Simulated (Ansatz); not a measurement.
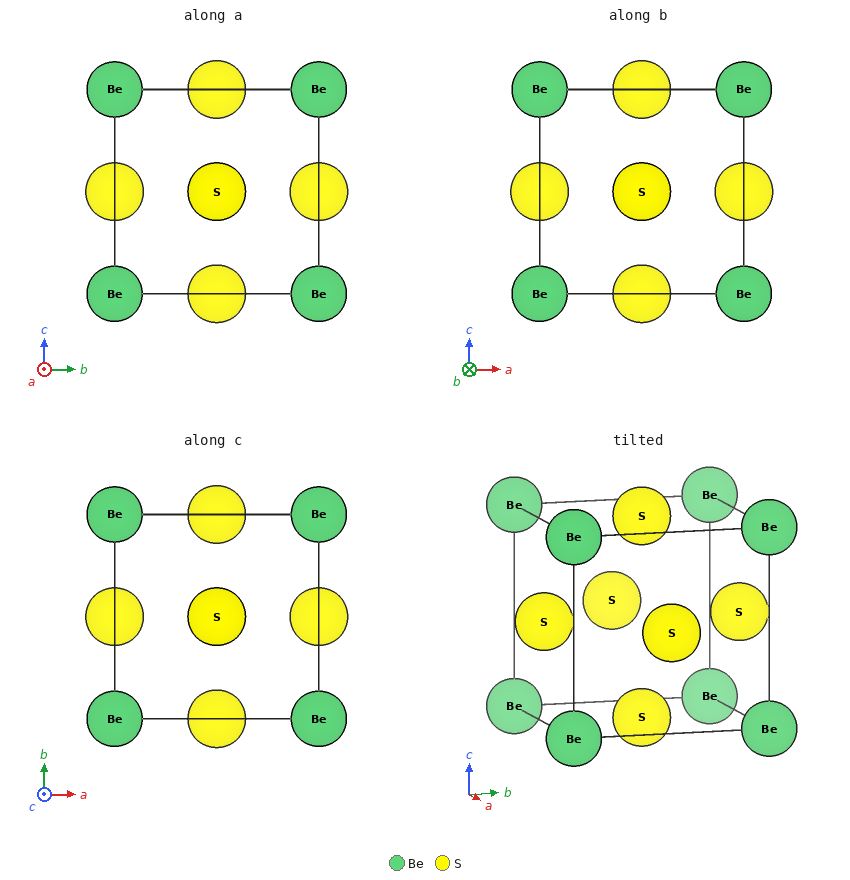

The crystal in a spheres-only representation, seen along the a axis, along the b axis, along the c axis and slightly off an axis. The lines enclose the conventional unit cell; boundary atoms appear with their images.

Lattice parameters: a = 3.912 Å, b = 3.912 Å, c = 3.912 Å, α = 90.00°, β = 90.00°, γ = 90.00°. Put a along x and b in the xy plane.

### Reconstruct the structure as a POSCAR file.

```
Be S
1.0
     3.912    0.000    0.000
     0.000    3.912    0.000
     0.000    0.000    3.912
Be S
1 3
Direct
  0.0000 0.0000 0.0000
  0.0000 0.5000 0.5000
  0.5000 0.0000 0.5000
  0.5000 0.5000 0.0000
```

Starting structure: a structure type filled with these elements by a generator (whether the compound takes this form wasn't checked). Earlier steps of the study may have refined or changed the cell and positions. It was run through Ansatz as a DFT input.
